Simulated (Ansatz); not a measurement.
## Molecular dynamics of CH$_{8}$GeSi (part 1 of 3)

- system: CH$_{8}$GeSi
- method: RKS B3LYP-D4/def2-SVP (Ansatz 0.2.0)

It belongs to a series of runs on one base structure; here: dynamics from the highest image of the converged band.

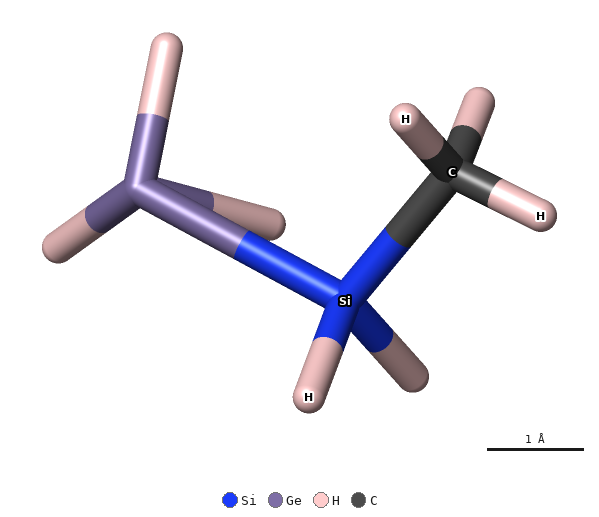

*The structure as given in the input (stick view, seen at a tilt). Sticks mark near contacts.*

Bond lengths as drawn: C–H 1.10 Å, C–Si 1.88 Å, Ge–H 1.56 to 1.73 Å, Ge–Si 2.48 Å and H–Si 1.49 to 1.50 Å.

## Input
```yaml
crystal:
  periodic: [false, false, false]
  atoms:
    - { symbol: Si, position_ang: [-0.07076, 0.445182, 0.777028] }
    - { symbol: Ge, position_ang: [1.125872, 0.957738, -1.33726] }
    - { symbol: H, position_ang: [-0.536232, 1.000981, -0.869791] }
    - { symbol: H, position_ang: [0.868384, 2.396292, -1.885475] }
    - { symbol: H, position_ang: [0.598371, 0.013836, -2.464928] }
    - { symbol: H, position_ang: [-1.323147, 1.153201, 1.187676] }
    - { symbol: H, position_ang: [0.936826, 0.822401, 1.81464] }
    - { symbol: C, position_ang: [-0.352896, -1.412107, 0.700129] }
    - { symbol: H, position_ang: [0.576252, -1.94809, 0.455336] }
    - { symbol: H, position_ang: [-0.711431, -1.76764, 1.679888] }
    - { symbol: H, position_ang: [-1.11124, -1.661795, -0.057342] }
basis:
  gaussian: { orbitals: def2-SVP }
hamiltonian:
  xc: b3lyp
  dispersion: d4
md:
  timestep: 0.5
  n_steps: 200
  ensemble: nve
  temperature: 100.0
  initial_velocities: maxwell_boltzmann
  seed: 9711
```

Launch command:
```bash
ansatz run input.yaml --threads 2 --pin off --max-ram 3072MiB --backend cpu --events-out ev --progress --plain --runs-dir out
```

## What the program printed
```
Engine: ansatz 0.2.0, aarch64-unknown-linux-gnu
Functional definition: B3LYP
  parameter a0 = 0.2
  parameter ax = 0.72
  parameter ac = 0.81
  exchange = (1 - a0 - ax)*slater_x + ax*b88_x + a0*exact_x
  correlation = (1 - ac)*vwn_rpa_c + ac*lyp_c
1119 factors; integrals over basis functions are off by at most 4.0e-4 eV
mean field evaluation 1: about -65548.6841 eV, gradient 4.4e1 eV
mean field evaluation 2: about -65546.1155 eV, gradient 5.2e1 eV
mean field evaluation 4: about -65553.3476 eV, gradient 1.2e0 eV
mean field evaluation 8: about -65553.3568 eV, gradient 1.9e-2 eV
mean field -65553.35681351 eV, -2409.0414292353 hartree, gradient 3.9e-5 eV, S^2 0.000000; 0 other end points of the search recorded, 0 dependent functions left out
the calculation of the forces begins
reference -65553.35708727 eV, -2409.0414392957 hartree; 30, 30 occupied and 74, 74 virtual orbitals, 1119 factors
md step     0: t =     0.00 fs  T =   100.0 K  F+E_penalty+E_count = -65553.69967630 eV  E_kin = 0.116334 eV  conserved = -65553.58334230 eV  (24 SCF iters)
these checks for a lower state are left out or cut short: starts, cluster_reference, orbital_swaps, neighbouring_geometries, increment
1119 factors; integrals over basis functions are off by at most 3.9e-4 eV
mean field evaluation 16: about -65553.3550 eV, gradient 4.9e-1 eV
mean field -65553.35555778 eV, -2409.0413830882 hartree, gradient 1.1e-5 eV, S^2 0.000000; 0 other end points of the search recorded, 0 dependent functions left out
the calculation of the forces begins
reference -65553.35583139 eV, -2409.0413931431 hartree; 30, 30 occupied and 74, 74 virtual orbitals, 1119 factors
md step     1: t =     0.50 fs  T =    98.8 K  F+E_penalty+E_count = -65553.69821238 eV  E_kin = 0.114889 eV  conserved = -65553.58332373 eV  (23 SCF iters)
[... from here on the SCF iterations and repeated set-up lines of each step are left out, up to the last step ...]
md step     2: t =     1.00 fs  T =    94.9 K  F+E_penalty+E_count = -65553.69363413 eV  E_kin = 0.110362 eV  conserved = -65553.58327261 eV  (23 SCF iters)
md step     3: t =     1.50 fs  T =    89.0 K  F+E_penalty+E_count = -65553.68674138 eV  E_kin = 0.103539 eV  conserved = -65553.58320243 eV  (22 SCF iters)
md step     4: t =     2.00 fs  T =    82.1 K  F+E_penalty+E_count = -65553.67863419 eV  E_kin = 0.095503 eV  conserved = -65553.58313150 eV  (22 SCF iters)
md step     5: t =     2.50 fs  T =    75.1 K  F+E_penalty+E_count = -65553.67042543 eV  E_kin = 0.087348 eV  conserved = -65553.58307728 eV  (21 SCF iters)
md step     6: t =     3.00 fs  T =    68.7 K  F+E_penalty+E_count = -65553.66296899 eV  E_kin = 0.079919 eV  conserved = -65553.58305039 eV  (22 SCF iters)
md step     7: t =     3.50 fs  T =    63.3 K  F+E_penalty+E_count = -65553.65669387 eV  E_kin = 0.073642 eV  conserved = -65553.58305150 eV  (21 SCF iters)
md step     8: t =     4.00 fs  T =    58.9 K  F+E_penalty+E_count = -65553.65159219 eV  E_kin = 0.068520 eV  conserved = -65553.58307235 eV  (23 SCF iters)
md step     9: t =     4.50 fs  T =    55.2 K  F+E_penalty+E_count = -65553.64734764 eV  E_kin = 0.064248 eV  conserved = -65553.58309924 eV  (23 SCF iters)
md step    10: t =     5.00 fs  T =    51.9 K  F+E_penalty+E_count = -65553.64354389 eV  E_kin = 0.060425 eV  conserved = -65553.58311934 eV  (23 SCF iters)
md step    11: t =     5.50 fs  T =    48.8 K  F+E_penalty+E_count = -65553.63986693 eV  E_kin = 0.056743 eV  conserved = -65553.58312436 eV  (22 SCF iters)
md step    12: t =     6.00 fs  T =    45.7 K  F+E_penalty+E_count = -65553.63623637 eV  E_kin = 0.053124 eV  conserved = -65553.58311276 eV  (23 SCF iters)
md step    13: t =     6.50 fs  T =    42.8 K  F+E_penalty+E_count = -65553.63283125 eV  E_kin = 0.049742 eV  conserved = -65553.58308946 eV  (22 SCF iters)
md step    14: t =     7.00 fs  T =    40.4 K  F+E_penalty+E_count = -65553.63001531 eV  E_kin = 0.046952 eV  conserved = -65553.58306342 eV  (22 SCF iters)
md step    15: t =     7.50 fs  T =    38.8 K  F+E_penalty+E_count = -65553.62819600 eV  E_kin = 0.045152 eV  conserved = -65553.58304440 eV  (22 SCF iters)
md step    16: t =     8.00 fs  T =    38.4 K  F+E_penalty+E_count = -65553.62766736 eV  E_kin = 0.044627 eV  conserved = -65553.58304041 eV  (22 SCF iters)
md step    17: t =     8.50 fs  T =    39.1 K  F+E_penalty+E_count = -65553.62848647 eV  E_kin = 0.045432 eV  conserved = -65553.58305458 eV  (22 SCF iters)
md step    18: t =     9.00 fs  T =    40.7 K  F+E_penalty+E_count = -65553.63042554 eV  E_kin = 0.047341 eV  conserved = -65553.58308411 eV  (22 SCF iters)
md step    19: t =     9.50 fs  T =    42.9 K  F+E_penalty+E_count = -65553.63301749 eV  E_kin = 0.049897 eV  conserved = -65553.58312086 eV  (22 SCF iters)
md step    20: t =    10.00 fs  T =    45.2 K  F+E_penalty+E_count = -65553.63568505 eV  E_kin = 0.052531 eV  conserved = -65553.58315363 eV  (23 SCF iters)
md step    21: t =    10.50 fs  T =    47.1 K  F+E_penalty+E_count = -65553.63791652 eV  E_kin = 0.054745 eV  conserved = -65553.58317162 eV  (24 SCF iters)
md step    22: t =    11.00 fs  T =    48.4 K  F+E_penalty+E_count = -65553.63943302 eV  E_kin = 0.056264 eV  conserved = -65553.58316882 eV  (23 SCF iters)
md step    23: t =    11.50 fs  T =    49.1 K  F+E_penalty+E_count = -65553.64028560 eV  E_kin = 0.057140 eV  conserved = -65553.58314544 eV  (22 SCF iters)
md step    24: t =    12.00 fs  T =    49.6 K  F+E_penalty+E_count = -65553.64084382 eV  E_kin = 0.057734 eV  conserved = -65553.58311005 eV  (22 SCF iters)
md step    25: t =    12.50 fs  T =    50.4 K  F+E_penalty+E_count = -65553.64166171 eV  E_kin = 0.058585 eV  conserved = -65553.58307649 eV  (23 SCF iters)
md step    26: t =    13.00 fs  T =    51.7 K  F+E_penalty+E_count = -65553.64326126 eV  E_kin = 0.060202 eV  conserved = -65553.58305929 eV  (23 SCF iters)
md step    27: t =    13.50 fs  T =    54.0 K  F+E_penalty+E_count = -65553.64590730 eV  E_kin = 0.062839 eV  conserved = -65553.58306784 eV  (22 SCF iters)
md step    28: t =    14.00 fs  T =    57.0 K  F+E_penalty+E_count = -65553.64946333 eV  E_kin = 0.066361 eV  conserved = -65553.58310254 eV  (23 SCF iters)
md step    29: t =    14.50 fs  T =    60.4 K  F+E_penalty+E_count = -65553.65338945 eV  E_kin = 0.070236 eV  conserved = -65553.58315341 eV  (22 SCF iters)
md step    30: t =    15.00 fs  T =    63.3 K  F+E_penalty+E_count = -65553.65689300 eV  E_kin = 0.073688 eV  conserved = -65553.58320454 eV  (23 SCF iters)
md step    31: t =    15.50 fs  T =    65.3 K  F+E_penalty+E_count = -65553.65917567 eV  E_kin = 0.075936 eV  conserved = -65553.58323955 eV  (22 SCF iters)
md step    32: t =    16.00 fs  T =    65.7 K  F+E_penalty+E_count = -65553.65969029 eV  E_kin = 0.076443 eV  conserved = -65553.58324738 eV  (23 SCF iters)
md step    33: t =    16.50 fs  T =    64.6 K  F+E_penalty+E_count = -65553.65831874 eV  E_kin = 0.075094 eV  conserved = -65553.58322476 eV  (22 SCF iters)
md step    34: t =    17.00 fs  T =    62.1 K  F+E_penalty+E_count = -65553.65541995 eV  E_kin = 0.072242 eV  conserved = -65553.58317780 eV  (23 SCF iters)
md step    35: t =    17.50 fs  T =    59.0 K  F+E_penalty+E_count = -65553.65173553 eV  E_kin = 0.068617 eV  conserved = -65553.58311900 eV  (22 SCF iters)
md step    36: t =    18.00 fs  T =    56.0 K  F+E_penalty+E_count = -65553.64819049 eV  E_kin = 0.065126 eV  conserved = -65553.58306462 eV  (23 SCF iters)
md step    37: t =    18.50 fs  T =    53.8 K  F+E_penalty+E_count = -65553.64564468 eV  E_kin = 0.062617 eV  conserved = -65553.58302818 eV  (23 SCF iters)
md step    38: t =    19.00 fs  T =    53.0 K  F+E_penalty+E_count = -65553.64467337 eV  E_kin = 0.061655 eV  conserved = -65553.58301834 eV  (22 SCF iters)
md step    39: t =    19.50 fs  T =    53.6 K  F+E_penalty+E_count = -65553.64543253 eV  E_kin = 0.062397 eV  conserved = -65553.58303580 eV  (22 SCF iters)
md step    40: t =    20.00 fs  T =    55.5 K  F+E_penalty+E_count = -65553.64764854 eV  E_kin = 0.064575 eV  conserved = -65553.58307347 eV  (23 SCF iters)
md step    41: t =    20.50 fs  T =    58.1 K  F+E_penalty+E_count = -65553.65073062 eV  E_kin = 0.067612 eV  conserved = -65553.58311879 eV  (23 SCF iters)
md step    42: t =    21.00 fs  T =    60.9 K  F+E_penalty+E_count = -65553.65396883 eV  E_kin = 0.070811 eV  conserved = -65553.58315770 eV  (22 SCF iters)
md step    43: t =    21.50 fs  T =    63.2 K  F+E_penalty+E_count = -65553.65675405 eV  E_kin = 0.073575 eV  conserved = -65553.58317912 eV  (24 SCF iters)
md step    44: t =    22.00 fs  T =    65.0 K  F+E_penalty+E_count = -65553.65874911 eV  E_kin = 0.075570 eV  conserved = -65553.58317916 eV  (22 SCF iters)
md step    45: t =    22.50 fs  T =    66.0 K  F+E_penalty+E_count = -65553.65995180 eV  E_kin = 0.076790 eV  conserved = -65553.58316177 eV  (22 SCF iters)
md step    46: t =    23.00 fs  T =    66.6 K  F+E_penalty+E_count = -65553.66063037 eV  E_kin = 0.077493 eV  conserved = -65553.58313776 eV  (21 SCF iters)
md step    47: t =    23.50 fs  T =    67.1 K  F+E_penalty+E_count = -65553.66115478 eV  E_kin = 0.078034 eV  conserved = -65553.58312050 eV  (21 SCF iters)
md step    48: t =    24.00 fs  T =    67.6 K  F+E_penalty+E_count = -65553.66179209 eV  E_kin = 0.078673 eV  conserved = -65553.58311928 eV  (21 SCF iters)
md step    49: t =    24.50 fs  T =    68.3 K  F+E_penalty+E_count = -65553.66255674 eV  E_kin = 0.079420 eV  conserved = -65553.58313640 eV  (22 SCF iters)
md step    50: t =    25.00 fs  T =    68.8 K  F+E_penalty+E_count = -65553.66317811 eV  E_kin = 0.080013 eV  conserved = -65553.58316514 eV  (23 SCF iters)
md step    51: t =    25.50 fs  T =    68.8 K  F+E_penalty+E_count = -65553.66320459 eV  E_kin = 0.080012 eV  conserved = -65553.58319295 eV  (23 SCF iters)
md step    52: t =    26.00 fs  T =    67.9 K  F+E_penalty+E_count = -65553.66219803 eV  E_kin = 0.078992 eV  conserved = -65553.58320651 eV  (22 SCF iters)
md step    53: t =    26.50 fs  T =    66.0 K  F+E_penalty+E_count = -65553.65993950 eV  E_kin = 0.076742 eV  conserved = -65553.58319762 eV  (22 SCF iters)
md step    54: t =    27.00 fs  T =    63.1 K  F+E_penalty+E_count = -65553.65656347 eV  E_kin = 0.073399 eV  conserved = -65553.58316494 eV  (23 SCF iters)
md step    55: t =    27.50 fs  T =    59.7 K  F+E_penalty+E_count = -65553.65257718 eV  E_kin = 0.069462 eV  conserved = -65553.58311521 eV  (22 SCF iters)
md step    56: t =    28.00 fs  T =    56.5 K  F+E_penalty+E_count = -65553.64875808 eV  E_kin = 0.065698 eV  conserved = -65553.58306036 eV  (22 SCF iters)
md step    57: t =    28.50 fs  T =    54.1 K  F+E_penalty+E_count = -65553.64596687 eV  E_kin = 0.062953 eV  conserved = -65553.58301406 eV  (22 SCF iters)
md step    58: t =    29.00 fs  T =    53.2 K  F+E_penalty+E_count = -65553.64493265 eV  E_kin = 0.061945 eV  conserved = -65553.58298785 eV  (22 SCF iters)
md step    59: t =    29.50 fs  T =    54.2 K  F+E_penalty+E_count = -65553.64607096 eV  E_kin = 0.063083 eV  conserved = -65553.58298776 eV  (22 SCF iters)
md step    60: t =    30.00 fs  T =    57.1 K  F+E_penalty+E_count = -65553.64938519 eV  E_kin = 0.066372 eV  conserved = -65553.58301327 eV  (22 SCF iters)
md step    61: t =    30.50 fs  T =    61.4 K  F+E_penalty+E_count = -65553.65447541 eV  E_kin = 0.071418 eV  conserved = -65553.58305722 eV  (22 SCF iters)
md step    62: t =    31.00 fs  T =    66.7 K  F+E_penalty+E_count = -65553.66065260 eV  E_kin = 0.077545 eV  conserved = -65553.58310764 eV  (23 SCF iters)
md step    63: t =    31.50 fs  T =    72.2 K  F+E_penalty+E_count = -65553.66712759 eV  E_kin = 0.083977 eV  conserved = -65553.58315083 eV  (23 SCF iters)
md step    64: t =    32.00 fs  T =    77.4 K  F+E_penalty+E_count = -65553.67322397 eV  E_kin = 0.090048 eV  conserved = -65553.58317576 eV  (23 SCF iters)
md step    65: t =    32.50 fs  T =    82.0 K  F+E_penalty+E_count = -65553.67855299 eV  E_kin = 0.095376 eV  conserved = -65553.58317673 eV  (24 SCF iters)
md step    66: t =    33.00 fs  T =    85.9 K  F+E_penalty+E_count = -65553.68309897 eV  E_kin = 0.099943 eV  conserved = -65553.58315620 eV  (22 SCF iters)
md step    67: t =    33.50 fs  T =    89.4 K  F+E_penalty+E_count = -65553.68718104 eV  E_kin = 0.104057 eV  conserved = -65553.58312395 eV  (22 SCF iters)
md step    68: t =    34.00 fs  T =    93.0 K  F+E_penalty+E_count = -65553.69129956 eV  E_kin = 0.108205 eV  conserved = -65553.58309415 eV  (22 SCF iters)
md step    69: t =    34.50 fs  T =    97.0 K  F+E_penalty+E_count = -65553.69591584 eV  E_kin = 0.112836 eV  conserved = -65553.58308015 eV  (22 SCF iters)
md step    70: t =    35.00 fs  T =   101.6 K  F+E_penalty+E_count = -65553.70124568 eV  E_kin = 0.118157 eV  conserved = -65553.58308910 eV  (22 SCF iters)
md step    71: t =    35.50 fs  T =   106.6 K  F+E_penalty+E_count = -65553.70714765 eV  E_kin = 0.124028 eV  conserved = -65553.58311958 eV  (22 SCF iters)
md step    72: t =    36.00 fs  T =   111.7 K  F+E_penalty+E_count = -65553.71314909 eV  E_kin = 0.129987 eV  conserved = -65553.58316165 eV  (22 SCF iters)
md step    73: t =    36.50 fs  T =   116.4 K  F+E_penalty+E_count = -65553.71859971 eV  E_kin = 0.135398 eV  conserved = -65553.58320136 eV  (22 SCF iters)
md step    74: t =    37.00 fs  T =   120.1 K  F+E_penalty+E_count = -65553.72288874 eV  E_kin = 0.139663 eV  conserved = -65553.58322606 eV  (21 SCF iters)
md step    75: t =    37.50 fs  T =   122.4 K  F+E_penalty+E_count = -65553.72564246 eV  E_kin = 0.142414 eV  conserved = -65553.58322849 eV  (21 SCF iters)
md step    76: t =    38.00 fs  T =   123.5 K  F+E_penalty+E_count = -65553.72683499 eV  E_kin = 0.143626 eV  conserved = -65553.58320934 eV  (21 SCF iters)
md step    77: t =    38.50 fs  T =   123.4 K  F+E_penalty+E_count = -65553.72677926 eV  E_kin = 0.143603 eV  conserved = -65553.58317591 eV  (21 SCF iters)
md step    78: t =    39.00 fs  T =   122.8 K  F+E_penalty+E_count = -65553.72601211 eV  E_kin = 0.142873 eV  conserved = -65553.58313961 eV  (21 SCF iters)
md step    79: t =    39.50 fs  T =   122.1 K  F+E_penalty+E_count = -65553.72511608 eV  E_kin = 0.142005 eV  conserved = -65553.58311158 eV  (21 SCF iters)
md step    80: t =    40.00 fs  T =   121.6 K  F+E_penalty+E_count = -65553.72454009 eV  E_kin = 0.141440 eV  conserved = -65553.58309998 eV  (21 SCF iters)
md step    81: t =    40.50 fs  T =   121.5 K  F+E_penalty+E_count = -65553.72447283 eV  E_kin = 0.141365 eV  conserved = -65553.58310746 eV  (21 SCF iters)
md step    82: t =    41.00 fs  T =   121.8 K  F+E_penalty+E_count = -65553.72480617 eV  E_kin = 0.141677 eV  conserved = -65553.58312892 eV  (21 SCF iters)
md step    83: t =    41.50 fs  T =   122.1 K  F+E_penalty+E_count = -65553.72520378 eV  E_kin = 0.142048 eV  conserved = -65553.58315566 eV  (21 SCF iters)
md step    84: t =    42.00 fs  T =   122.1 K  F+E_penalty+E_count = -65553.72524535 eV  E_kin = 0.142069 eV  conserved = -65553.58317608 eV  (21 SCF iters)
md step    85: t =    42.50 fs  T =   121.6 K  F+E_penalty+E_count = -65553.72461012 eV  E_kin = 0.141430 eV  conserved = -65553.58318001 eV  (21 SCF iters)
md step    86: t =    43.00 fs  T =   120.4 K  F+E_penalty+E_count = -65553.72323924 eV  E_kin = 0.140077 eV  conserved = -65553.58316195 eV  (21 SCF iters)
md step    87: t =    43.50 fs  T =   118.9 K  F+E_penalty+E_count = -65553.72142266 eV  E_kin = 0.138300 eV  conserved = -65553.58312313 eV  (21 SCF iters)
md step    88: t =    44.00 fs  T =   117.5 K  F+E_penalty+E_count = -65553.71977278 eV  E_kin = 0.136700 eV  conserved = -65553.58307307 eV  (24 SCF iters)
md step    89: t =    44.50 fs  T =   116.9 K  F+E_penalty+E_count = -65553.71907571 eV  E_kin = 0.136049 eV  conserved = -65553.58302653 eV  (22 SCF iters)
md step    90: t =    45.00 fs  T =   117.8 K  F+E_penalty+E_count = -65553.72006093 eV  E_kin = 0.137062 eV  conserved = -65553.58299938 eV  (22 SCF iters)
md step    91: t =    45.50 fs  T =   120.5 K  F+E_penalty+E_count = -65553.72316101 eV  E_kin = 0.140161 eV  conserved = -65553.58300040 eV  (22 SCF iters)
md step    92: t =    46.00 fs  T =   124.9 K  F+E_penalty+E_count = -65553.72836091 eV  E_kin = 0.145330 eV  conserved = -65553.58303054 eV  (22 SCF iters)
```
